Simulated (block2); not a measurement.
# DMRG/cc-pVTZ run of H2 (hydrogen)

What is the vertical electron affinity of H2 (hydrogen) at DMRG/cc-pVTZ? 

Program for the calculation: block2 0.5.4.

5 further runs of the same task are left out: 5 set aside as unsound or not needed. Runs told in other sessions of the task aren't counted.

### Step 1. The system as given

The species is H2 (2 atoms), meant as a singlet with charge 0. As SMILES, `[H][H]`. The shape is that of a PBE0-D4/def2-TZVP optimisation.

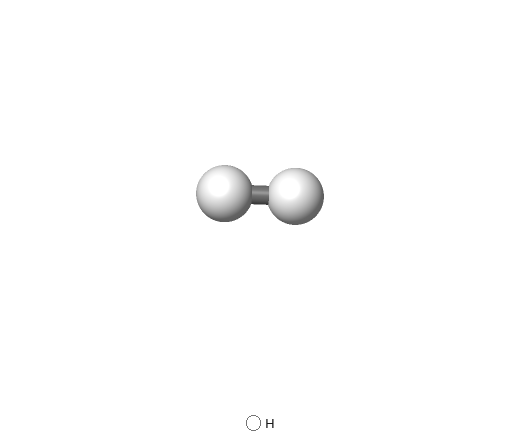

Viewed from a chosen angle; hydrogen white.

### Step 2. A single-point energy at DMRG/cc-pVTZ

Input file make_fcidump.py:

```python
from pyscf import ao2mo, dft, gto, mcscf, mp, scf
from pyscf.tools import fcidump

mol = gto.M(atom=[
    ("H", (0.319300, -0.099200, 0.165500)),
    ("H", (-0.319300, 0.099200, -0.165500)),
], basis="cc-pvtz", spin=0, verbose=3)
print("basis functions               : %d" % (mol.nao))
mf = scf.RHF(mol)
mf.conv_tol = 1e-10
mf.max_cycle = 200
mf.kernel()
if not mf.converged:
    mf = mf.newton().run(mf.mo_coeff, mf.mo_occ)
print("SCF energy                    : %.10f" % (mf.e_tot))
# a few density functionals on the same geometry and basis
ks = dft.RKS(mol, xc="tpss").set(conv_tol=1e-9, verbose=3).run()
if ks.converged:
    print("E(TPSS)                       : %.8f" % (ks.e_tot))
ks = dft.RKS(mol, xc="lda,vwn5").set(conv_tol=1e-9, verbose=3).run()
if ks.converged:
    print(f"E(SVWN5)                      : {ks.e_tot:.8f}")
ks = dft.RKS(mol, xc="pbe0").set(conv_tol=1e-9, verbose=3).run()
if ks.converged:
    print("E(PBE0)                       : %.8f" % (ks.e_tot))
ks = dft.RKS(mol, xc="blyp").set(conv_tol=1e-9, verbose=3).run()
if ks.converged:
    print(f"E(BLYP)                       : {ks.e_tot:.8f}")
ks = dft.RKS(mol, xc="camb3lyp").set(conv_tol=1e-9, verbose=3).run()
if ks.converged:
    print(f"E(CAM-B3LYP)                  : {ks.e_tot:.8f}")
# natural orbitals of MP2 give a compact matrix product state
occ_no, mo = mcscf.addons.make_natural_orbitals(mp.MP2(mf, frozen=0).run())
mf.mo_coeff = mo
# FCIDUMP for the DMRG program
cas = mcscf.CASCI(mf, 28, 2)
h1, ecore = cas.get_h1eff()
fcidump.from_integrals("FCIDUMP", h1, cas.get_h2eff(), 28, 2, nuc=ecore, ms=0)
# FCI check
ci = mcscf.CASCI(mf, 28, (1, 1))
ci.fix_spin_(ss=0)
ci.fcisolver.conv_tol = 1e-10
ci.fcisolver.max_cycle = 200
ci.kernel()
print(f"FCI energy                    : {ci.e_tot:.10f}")
```

Input file input.conf:

```
sym c1
orbitals FCIDUMP
nelec 2
spin 0
irrep 1
occ 2 0 0 0 0 0 0 0 0 0 0 0 0 0 0 0 0 0 0 0 0 0 0 0 0 0 0 0
cbias 0.1
schedule
0 1125 1E-08 1E-04
4 1500 1E-08 1E-05
6 1500 1E-09 0.0
end
maxiter 12
sweep_tol 1E-06
fiedler
mem 2g
num_thrds 1
prefix ./tmp
outputlevel 1
onepdm
```

On the command line:

```console
python make_fcidump.py && block2main input.conf
```

What it wrote:

```text
$ python make_fcidump.py
basis functions               : 28
converged SCF energy = -1.13289362041292
SCF energy                    : -1.1328936204
converged SCF energy = -1.17980978935357
E(TPSS)                       : -1.17980979
converged SCF energy = -1.13700767679246
E(SVWN5)                      : -1.13700768
converged SCF energy = -1.16848183318557
E(PBE0)                       : -1.16848183
converged SCF energy = -1.16958658667669
E(BLYP)                       : -1.16958659
converged SCF energy = -1.1715762626449
E(CAM-B3LYP)                  : -1.17157626
E(RMP2) = -1.16459275029608  E_corr = -0.0316991298831595
E(SCS-RMP2) = -1.17093257627271  E_corr = -0.0380389558597914
CASCI E = -1.17232853295339  E(CI) = -1.88154277430696  S^2 = 0.0000000
FCI energy                    : -1.1723285330

$ block2main input.conf

[... 33 lines left out ...]
integral sym error =            0
[... 36 lines left out ...]
Final canonical form =  LLLLLLLLLLLLLLLLLLLLLLLLLLLC 26
DMRG Energy =   -1.172328532427529
[... 33 lines left out ...]
Expectation | Direction = backward | BRA bond dimension = 1125 | KET bond dimension = 1125
Time elapsed =      0.062
NPDM Sorting | Nsites =    28 | Nmaxops =  2 | DotSite = 2 | SymbolFree = T | Compressed = T | LowMem = F | Mem = 6.12 KB
Ttotal =      0.000

DMRG OCC =   1.964 0.020 0.006 0.004 0.004 0.000 0.000 0.000 0.000 0.000 0.000 0.000 0.000 0.000 0.000 0.000 0.000 0.000 0.000 0.000 0.000 0.000 0.000 0.000 0.000 0.000 0.000 0.000
```

Wall time 9.1 s (1 thread of Arm Neoverse V1, shared host); peak memory 0.4 GiB.

### Step 3. The doublet anion: a single-point energy at DMRG/cc-pVTZ

Input file integrals.py:

```python
from pyscf import ao2mo, cc, dft, gto, mcscf, mp, scf
from pyscf.tools import fcidump

geom = [
    ("H", (0.319300, -0.099200, 0.165500)),
    ("H", (-0.319300, 0.099200, -0.165500)),
]
mol = gto.M(
    atom=geom,
    basis="cc-pvtz",
    charge=-1,
    spin=1,
    verbose=4,
    max_memory=2000,
)
print("basis functions = %d" % (mol.nao))
mf = scf.ROHF(mol)
mf.conv_tol = 1e-10
mf.max_cycle = 200
mf.kernel()
if not mf.converged:
    mf = mf.newton().run(mf.mo_coeff, mf.mo_occ)
print("reference energy = %.10f" % (mf.e_tot))
ref = scf.UHF(mol).run(mf.make_rdm1(), conv_tol=1e-10)
pt = mp.MP2(ref, frozen=0).run()
mycc = cc.CCSD(ref, frozen=0)
mycc.max_cycle = 150
mycc.kernel()
print("E(MP2) = %.10f" % (pt.e_tot))
if mycc.converged:
    print("E(CCSD) = %.10f" % (mycc.e_tot))
    print(f"CCSD(T) total energy = {mycc.e_tot + mycc.ccsd_t():.10f}")
ks = dft.UKS(mol, xc="tpss").set(conv_tol=1e-9, verbose=3).run(mf.make_rdm1())
if ks.converged:
    print(f"E(TPSS) = {ks.e_tot:.8f}")
ks = dft.UKS(mol, xc="lda,vwn5").set(conv_tol=1e-9, verbose=3).run(mf.make_rdm1())
if ks.converged:
    print("E(SVWN5) = %.8f" % (ks.e_tot))
ks = dft.UKS(mol, xc="pbe0").set(conv_tol=1e-9, verbose=3).run(mf.make_rdm1())
if ks.converged:
    print(f"E(PBE0) = {ks.e_tot:.8f}")
ks = dft.UKS(mol, xc="blyp").set(conv_tol=1e-9, verbose=3).run(mf.make_rdm1())
if ks.converged:
    print("E(BLYP) = %.8f" % (ks.e_tot))
ks = dft.UKS(mol, xc="camb3lyp").set(conv_tol=1e-9, verbose=3).run(mf.make_rdm1())
if ks.converged:
    print(f"E(CAM-B3LYP) = {ks.e_tot:.8f}")
occ_no, mo = mcscf.addons.make_natural_orbitals(mp.MP2(mf.to_uhf(), frozen=0).run())
mf.mo_coeff = mo
cas = mcscf.CASCI(mf, 28, 3)
h1, ecore = cas.get_h1eff()
fcidump.from_integrals("FCIDUMP", h1, cas.get_h2eff(), 28, 3, nuc=ecore, ms=1)
ci = mcscf.CASCI(mf, 28, (2, 1))
ci.fix_spin_(ss=0.75)
ci.fcisolver.conv_tol = 1e-10
ci.fcisolver.max_cycle = 200
ci.kernel()
print("exact diagonalisation = %.10f" % (ci.e_tot))
```

Input file block.conf:

```
sym c1
orbitals FCIDUMP
nelec 3
spin 1
irrep 1
occ 2 1 0 0 0 0 0 0 0 0 0 0 0 0 0 0 0 0 0 0 0 0 0 0 0 0 0 0
cbias 0.2
schedule
0 750 1E-07 1E-04
3 1500 1E-07 1E-05
7 1500 1E-08 0.0
end
maxiter 13
sweep_tol 1E-07
gaopt default
mem 2g
num_thrds 1
prefix ./tmp
outputlevel 1
onepdm
```

On the command line:

```console
python integrals.py && block2main block.conf
```

What it wrote:

```text
$ python integrals.py

[INPUT] verbose = 4
[INPUT] num. atoms = 2
[INPUT] num. electrons = 3
[INPUT] charge = -1
[INPUT] spin (= nelec alpha-beta = 2S) = 1
[INPUT] symmetry False subgroup None
[INPUT] Mole.unit = angstrom
[INPUT] Symbol           X                Y                Z      unit          X                Y                Z       unit  Magmom
[INPUT]  1 H      0.319300000000  -0.099200000000   0.165500000000 AA    0.603389551574  -0.187460831557   0.312749673616 Bohr   0.0
[INPUT]  2 H     -0.319300000000   0.099200000000  -0.165500000000 AA   -0.603389551574   0.187460831557  -0.312749673616 Bohr   0.0

nuclear repulsion = 0.709214241353574
number of shells = 12
number of NR pGTOs = 32
number of NR cGTOs = 28
basis = cc-pvtz
ecp = {}
CPU time:         0.58
basis functions = 28

******** <class 'pyscf.scf.rohf.ROHF'> ********
method = ROHF
initial guess = minao
damping factor = 0
level_shift factor = 0
DIIS = <class 'pyscf.scf.diis.CDIIS'>
diis_start_cycle = 1
diis_space = 8
diis_damp = 0
SCF conv_tol = 1e-10
SCF conv_tol_grad = None
SCF max_cycles = 200
direct_scf = True
direct_scf_tol = 1e-13
chkfile to save SCF result = tmp1pxzb5e4
max_memory 2000 MB (current use 107 MB)
num. doubly occ = 1  num. singly occ = 1
Set gradient conv threshold to 1e-05
[... 18 lines left out ...]
reference energy = -0.9705494286
[... 75 lines left out ...]
Init t2, MP2 energy = -0.0373251816511785
[... 15 lines left out ...]
CCSD(T) total energy = -1.0182864750
[... 20 lines left out ...]
converged SCF energy = -0.997004647467241  <S^2> = 0.75041991  2S+1 = 2.0004199
[... 21 lines left out ...]
converged SCF energy = -1.02763802195991  <S^2> = 0.75046724  2S+1 = 2.0004672
[... 26 lines left out ...]
sorting_mo_energy = False
[... 58 lines left out ...]
integral sym error =            0
[... 40 lines left out ...]
DMRG Energy =   -1.018368812637011
[... 33 lines left out ...]
Expectation | Direction =  forward | BRA bond dimension =  750 | KET bond dimension =  750
Time elapsed =      0.111
NPDM Sorting | Nsites =    28 | Nmaxops =  2 | DotSite = 2 | SymbolFree = T | Compressed = T | LowMem = F | Mem = 6.12 KB
Ttotal =      0.000

DMRG OCC =   1.963 0.995 0.014 0.013 0.005 0.005 0.002 0.001 0.001 0.000 0.000 0.000 0.000 0.000 0.000 0.000 0.000 0.000 0.000 0.000 0.000 0.000 0.000 0.000 0.000 0.000 0.000 0.000
```

Wall time 52 s (1 thread of Arm Neoverse V1, shared host); peak memory 0.44 GiB.

### Step 4. What came out

Level: DMRG/cc-pVTZ.

| quantity | value |
| --- | --- |
| run 1, DMRG/cc-pVTZ: total energy | -1.17233 Eh |
| doublet anion: total energy | -1.01837 Eh |
| vertical electron affinity (to the doublet anion) | -4.189 eV |

In words: The anion lies 4.19 eV (404 kJ/mol) above the neutral: the electron isn't bound at this level, and such a value depends on the basis. Without diffuse functions anions come out too high.
